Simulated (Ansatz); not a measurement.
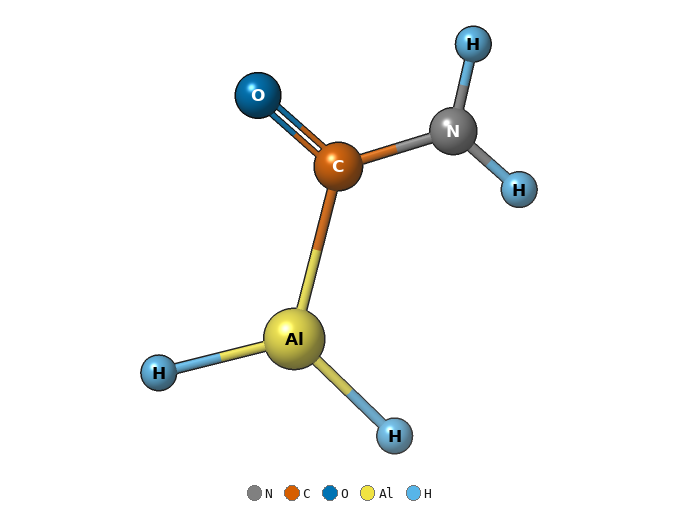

All atoms lie in one plane, which faces the viewer. The computed geometry is a stationary point of PBE0-D4/def2-TZVP, a saddle point of order 1.

> List the symmetry elements and name the point group.

It has 1 mirror plane, so the point group is Cs. The group has 2 operations. The geometry is achiral, and symmetry allows a dipole moment.
